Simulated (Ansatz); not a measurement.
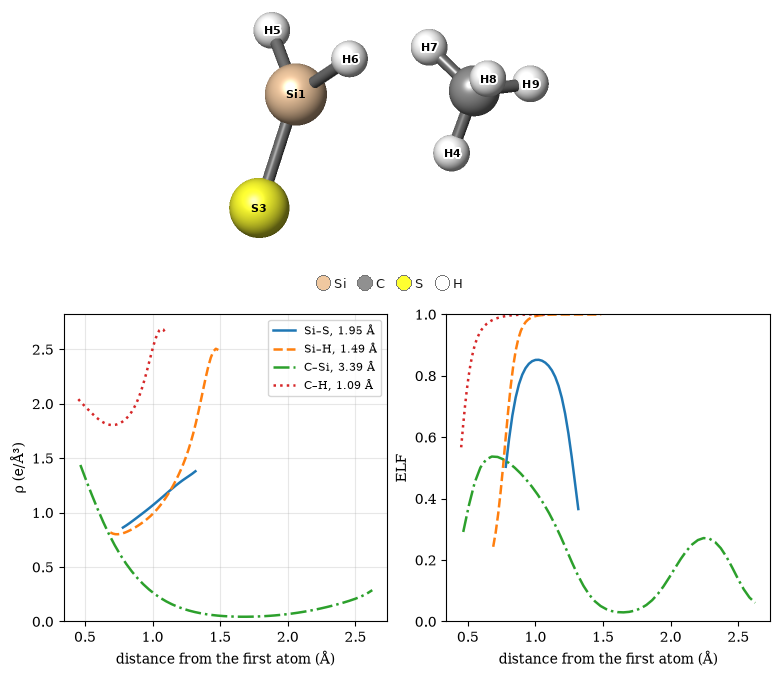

H2SSi···CH4. Total electron density and electron localisation function along straight lines between neighbouring atoms. The curves leave out the atomic cores. The structure is drawn too.

Level of theory: Ansatz 0.2.0, RKS r2SCANh/6-31G*.

```xyz
9

Si   -1.3715   -1.2644    0.1581
C     1.0852    1.0514   -0.1040
S    -0.7097   -2.8378   -0.7858
H     1.4235    0.2105   -0.7129
H    -2.2071   -0.1963   -0.4500
H    -1.1556   -0.9835    1.6012
H     0.1135    1.4030   -0.4604
H     1.0178    0.7480    0.9431
H     1.8037    1.8692   -0.1892
```

**What can be read from the curves?**

Si–S (1.95 Å): ρ at the midpoint is about 1 e/Å³; the ELF peaks at about 0.85 between the atoms (a covalent bond).
Si–H (1.49 Å): the density is about 0.8 e/Å³ at the midpoint; the ELF climbs to about 1 towards the hydrogen, as it does in any bond to H.
C2···Si1 (3.39 Å): the density falls to about 0.04 e/Å³ on the way; the ELF dips to about 0 between them.
C–H (1.09 Å): the density is about 1.9 e/Å³ at the midpoint; the ELF climbs to about 1 towards the hydrogen; a covalent bond by its length.
